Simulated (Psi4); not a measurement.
# singlet CF+ at 6 levels

Aim: a comparison of 6 runs (B3LYP/cc-pVTZ, BHLYP/cc-pVTZ, DSD-PBEP86/cc-pVTZ, PBE/cc-pVTZ, PBE0/cc-pVTZ, OMP2/cc-pVTZ) of singlet CF+. 

Program for the calculation: Psi4 1.11.

2 further runs of the same task are left out: 2 that didn't finish.

## (1) The structure to begin with

The species is CF+ (2 atoms), meant as a singlet with charge +1. SMILES of the parent species: `[C]F`. The shape is that of a PBE0-D4/def2-TZVP optimisation. That shape belongs to the parent species and isn't relaxed for this state.

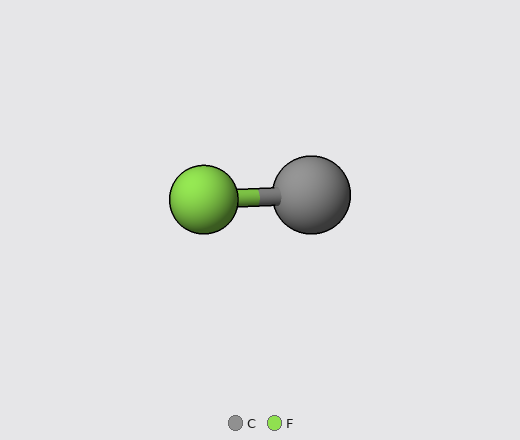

Viewed from a chosen angle; carbon grey, fluorine green.

## (2) A single-point energy at B3LYP/cc-pVTZ (run 1)

cf.dat reads:

```
memory 2200 mb

molecule {
  1 1
  C      0.000000     0.000000     0.003080
  F      0.000000     0.000000     1.271320
  symmetry c1
  no_reorient
  no_com
}

set {
  basis                cc-pVTZ
  reference            rks
  puream               true
  e_convergence        1e-09
  d_convergence        1e-08
  scf_type             pk
  dft_radial_points    99
  dft_spherical_points 590
}

E, wfn = energy("b3lyp", return_wfn=True)
oeprop(wfn, "DIPOLE", "LOWDIN_CHARGES", "WIBERG_LOWDIN_INDICES", title="B3LYP")
```

Started as:

```sh
$ psi4 -i cf.dat -o cf.out -n 1
```

cf.out:

```text
[...]
  Running in c1 symmetry.
[...]
  Nuclear repulsion =   22.531673323803066
[...]
  Multiplicity = 1
[...]
  Nalpha       = 7
  Nbeta        = 7
[...]
    Number of basis functions: 60
[...]
   @RKS iter   1:  -137.45823854748576    6.94926e-03   2.87762e-03 ADIIS/DIIS
[...]
   @RKS iter   9:  -137.47369986191666   -5.22959e-12   1.70851e-09 DIIS
[...]
    Orbital Energies [Eh]
    ---------------------
    Doubly Occupied:
       1A    -25.221873     2A    -10.842068     3A     -1.739835
       4A     -1.093980     5A     -0.936800     6A     -0.936800
       7A     -0.811749
[...]
  @RKS Final Energy:  -137.47369986191666
   => Energetics <=
    Nuclear Repulsion Energy =             22.5316733238030658
    One-Electron Energy =                -227.9544314547961221
    Two-Electron Energy =                  80.3174614439571855
    DFT Exchange-Correlation Energy =     -12.3684031748807737
    Empirical Dispersion Energy =           0.0000000000000000
    VV10 Nonlocal Energy =                  0.0000000000000000
    Total Energy =                       -137.4736998619166570
[...]
 Multipole Moments:
 ------------------------------------------------------------------------------------
     Multipole            Electronic (a.u.)      Nuclear  (a.u.)        Total (a.u.)
 ------------------------------------------------------------------------------------
 L = 1.  Multiply by 2.5417464519 to convert [e a0] to [Debye]
 Dipole X            :          0.0000000            0.0000000            0.0000000
 Dipole Y            :          0.0000000            0.0000000            0.0000000
 Dipole Z            :        -20.8575423           21.6569417            0.7993994
 Magnitude           :                                                    0.7993994
[...]
```

It took 11 s on 1 thread of Intel Xeon at 2.50GHz (Skylake/Cascade Lake), shared host; peak memory 0.44 GiB.

## (3) The energy at BHLYP/cc-pVTZ (run 2)

cf.inp reads:

```
memory 2200 mb

molecule {
  1 1
  C      0.000000     0.000000     0.003080
  F      0.000000     0.000000     1.271320
  symmetry c1
  no_reorient
  no_com
}

set reference rks
set puream true
set e_convergence 1e-09
set d_convergence 1e-08
set scf_type pk
set dft_radial_points 99
set dft_spherical_points 590

E, wfn = energy("bhhlyp/cc-pVTZ", return_wfn=True)
oeprop(wfn, "DIPOLE", "MAYER_INDICES", "MULLIKEN_CHARGES", title="BHHLYP")
```

Started as:

```sh
$ psi4 cf.inp cf.out -n 1
```

cf.out:

```text
[...]
  Running in c1 symmetry.
[...]
  Nuclear repulsion =   22.531673323803066
[...]
  Multiplicity = 1
[...]
  Nalpha       = 7
  Nbeta        = 7
[...]
    Number of basis functions: 60
[...]
   @RKS iter   1:  -137.37991468791321   -1.00502e-01   4.30480e-03 ADIIS/DIIS
[...]
   @RKS iter   9:  -137.41396546518200   -3.01270e-12   4.10523e-09 DIIS
[...]
    Orbital Energies [Eh]
    ---------------------
    Doubly Occupied:
       1A    -25.837812     2A    -11.264843     3A     -1.892991
       4A     -1.188970     5A     -1.018010     6A     -1.018010
       7A     -0.885863
[...]
  @RKS Final Energy:  -137.41396546518200
   => Energetics <=
    Nuclear Repulsion Energy =             22.5316733238030658
    One-Electron Energy =                -227.9838600698446953
    Two-Electron Energy =                  75.9440338692117081
    DFT Exchange-Correlation Energy =      -7.9058125883520747
    Empirical Dispersion Energy =           0.0000000000000000
    VV10 Nonlocal Energy =                  0.0000000000000000
    Total Energy =                       -137.4139654651819740
[...]
 Multipole Moments:
 ------------------------------------------------------------------------------------
     Multipole            Electronic (a.u.)      Nuclear  (a.u.)        Total (a.u.)
 ------------------------------------------------------------------------------------
 L = 1.  Multiply by 2.5417464519 to convert [e a0] to [Debye]
 Dipole X            :          0.0000000            0.0000000            0.0000000
 Dipole Y            :          0.0000000            0.0000000            0.0000000
 Dipole Z            :        -20.9459239           21.6569417            0.7110178
 Magnitude           :                                                    0.7110178
[...]
  Mulliken Charges: (a.u.)
   Center  Symbol    Alpha    Beta     Spin     Total
       1     C     2.59845  2.59845  0.00000  0.80311
       2     F     4.40155  4.40155  0.00000  0.19689
   Total alpha =  7.00000, Total beta =  7.00000, Total charge =  1.00000
  Mayer Bond Indices:
[...]
```

Run time: 10 s. Hardware: 1 thread of Intel Xeon at 2.50GHz (Skylake/Cascade Lake), shared host; peak memory 0.43 GiB.

Runs 3 to 5 aren't shown in full; the table further down has their settings and results.

## (4) The energy at OMP2/cc-pVTZ (density fitting for correlation) (run 6)

cf.xyz reads:

```xyz
2
CF
C      0.000000     0.000000     0.003080
F      0.000000     0.000000     1.271320
```

run.py reads:

```python
import psi4

psi4.set_memory('2200 MB')
psi4.set_num_threads(1)
psi4.set_output_file('run.log', False)

with open('cf.xyz') as f:
    atoms = ''.join(f.readlines()[2:])
m = psi4.geometry('1 1\n' + atoms + 'symmetry c1')

options = {'basis': 'cc-pVTZ', 'puream': True, 'e_convergence': 1e-09, 'd_convergence': 1e-08, 'scf_type': 'pk', 'num_frozen_docc': 2}
psi4.set_options(options)

e_tot = psi4.energy("omp2", molecule=m)
print(f'total energy {e_tot:.8f} hartree = {e_tot * 27.211386:.5f} eV')
for k, v in sorted(psi4.core.scalar_variables().items()):
    print(f'{k:45s} {v:18.10f}')
```

Started as:

```sh
$ python run.py
```

run.log:

```text
[...]
  Running in c1 symmetry.
[...]
  Nuclear repulsion =   22.531673323803066
[...]
  Multiplicity = 1
[...]
  Nalpha       = 7
  Nbeta        = 7
[...]
    Number of basis functions: 60
[...]
   @RHF iter   1:  -136.80665202709409   -3.08382e-01   5.94256e-03 DIIS/ADIIS
[...]
   @RHF iter  10:  -136.87476016452561   -7.67386e-13   2.16209e-09 DIIS
[...]
    Orbital Energies [Eh]
    ---------------------
    Doubly Occupied:
       1A    -26.816000     2A    -11.920302     3A     -2.124674
       4A     -1.321004     5A     -1.134363     6A     -1.134363
       7A     -0.985853
[...]
  @RHF Final Energy:  -136.87476016452561
   => Energetics <=
    Nuclear Repulsion Energy =             22.5316733238030658
    One-Electron Energy =                -227.9397494768379602
    Two-Electron Energy =                  68.5333159885092726
    Total Energy =                       -136.8747601645256395
[...]
 Multipole Moments:
 ------------------------------------------------------------------------------------
     Multipole            Electronic (a.u.)      Nuclear  (a.u.)        Total (a.u.)
 ------------------------------------------------------------------------------------
 L = 1.  Multiply by 2.5417464519 to convert [e a0] to [Debye]
 Dipole X            :         -0.0000000            0.0000000           -0.0000000
 Dipole Y            :         -0.0000000            0.0000000           -0.0000000
 Dipole Z            :         -0.4130050           -0.4631463           -0.8761513
 Magnitude           :                                                    0.8761513
[...]
	Warning: cc_lambda option is changed to TRUE
	For this residual convergence, default PCG convergence is:     1.00e-07
[...]
	DF-MP2 Total Energy (a.u.)         :  -137.23383661757796
[...]
	DF-MP2 Total Energy (a.u.)         :  -137.24760887438978
[...]
	DF-OMP2 Total Energy (a.u.)        :  -137.24760887437878
[...]
```

On the terminal:

```text
total energy -137.24760887 hartree = -3734.69766 eV
CURRENT CORRELATION ENERGY                         -0.3728487099
CURRENT ENERGY                                   -137.2476088744
CURRENT REFERENCE ENERGY                         -136.8747601645
DD SOLVATION ENERGY                                 0.0000000000
HF KINETIC ENERGY                                 136.3943053624
HF POTENTIAL ENERGY                              -273.2690655269
HF TOTAL ENERGY                                  -136.8747601645
HF VIRIAL RATIO                                     2.0035225430
MP2 CORRELATION ENERGY                             -0.3590764531
MP2 DOUBLES ENERGY                                 -0.3590764531
MP2 SINGLES ENERGY                                  0.0000000000
MP2 TOTAL ENERGY                                 -137.2338366176
NUCLEAR REPULSION ENERGY                           22.5316733238
OMP2 CORRELATION ENERGY                            -0.3728487099
OMP2 REFERENCE CORRECTION ENERGY                    0.0159226990
OMP2 TOTAL ENERGY                                -137.2476088744
ONE-ELECTRON ENERGY                              -227.9397494768
PCM POLARIZATION ENERGY                             0.0000000000
PE ENERGY                                           0.0000000000
SCF ITERATION ENERGY                             -136.8747601645
SCF ITERATIONS                                     10.0000000000
SCF TOTAL ENERGY                                 -136.8747601645
SCS(N)-MP2 CORRELATION ENERGY                     136.8747601645
SCS(N)-MP2 TOTAL ENERGY                             0.0000000000
SCS(N)-OMP2 CORRELATION ENERGY                    136.8747601645
SCS(N)-OMP2 TOTAL ENERGY                            0.0000000000
SCS-MP2 CORRELATION ENERGY                        136.8747601645
SCS-MP2 TOTAL ENERGY                                0.0000000000
SCS-OMP2 CORRELATION ENERGY                       136.8747601645
SCS-OMP2 TOTAL ENERGY                               0.0000000000
SOS-MP2 CORRELATION ENERGY                        136.8747601645
SOS-MP2 TOTAL ENERGY                                0.0000000000
SOS-OMP2 CORRELATION ENERGY                       136.8747601645
SOS-OMP2 TOTAL ENERGY                               0.0000000000
TWO-ELECTRON ENERGY                                68.5333159885
```

Run time: 49 s. Hardware: 1 thread of Intel Xeon at 2.50GHz (Skylake/Cascade Lake), shared host; peak memory 0.24 GiB.

## (5) Overview of the runs

```csv
run,level,frozen core orbitals,fitting correlation,energy (Eh),HOMO energy (eV),LUMO energy (eV),HOMO–LUMO gap (eV),wall time
1,B3LYP/cc-pVTZ,0,–,-137.473700,-22.09,-13.75,8.34,11 s
2,BHLYP/cc-pVTZ,0,–,-137.413965,-24.11,-11.95,12.15,10 s
3,DSD-PBEP86/cc-pVTZ (density fitting for correlation),2,density fitting,-137.284452,-25.25,-10.31,14.95,8.7 s
4,PBE/cc-pVTZ,0,–,-137.337135,-20.52,-14.73,5.80,14 s
5,PBE0/cc-pVTZ,0,–,-137.329009,-22.34,-13.36,8.98,13 s
6,OMP2/cc-pVTZ (density fitting for correlation),2,density fitting,-137.247609,-26.83,-8.37,18.46,49 s
```

## (6) What came out

```
                                          quantity          value
                               run 6: total energy  -137.24761 Eh
        run 6: HOMO energy (Hartree–Fock orbitals)      -26.83 eV
        run 6: LUMO energy (Hartree–Fock orbitals)       -8.37 eV
      run 6: HOMO–LUMO gap (Hartree–Fock orbitals)       18.46 eV
run 6: correlation energy (2 core orbitals frozen)     -372.8 mEh
```

**Reading.** Over runs 1, 2, 3, 4, 5 the HOMO–LUMO gap runs from 5.80 eV (PBE/cc-pVTZ) to 14.95 eV (DSD-PBEP86/cc-pVTZ). A double hybrid's value is that of its SCF part. Totals of different functionals can't be ranked against each other. All runs together took 1.8 min, the longest 49 s.
